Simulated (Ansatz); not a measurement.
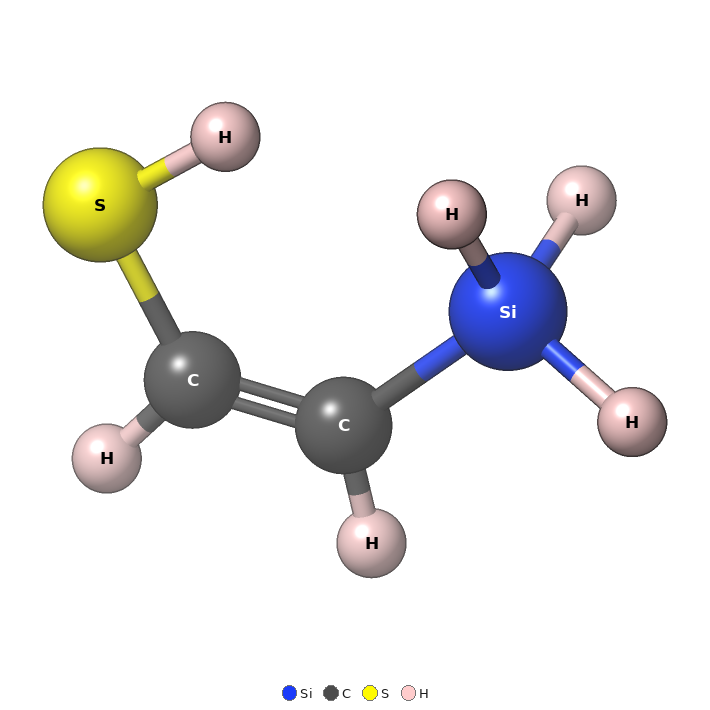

Orthographic view. Distant atoms are faded towards the background colour. The computed structure is the end point of a PBE-D4/def2-SVP optimisation. No frequency run is at hand to confirm it as a minimum.

Give the standard InChI.

Answer. InChI=1S/C2H6SSi/c3-1-2-4/h1-3H,4H3/b2-1-
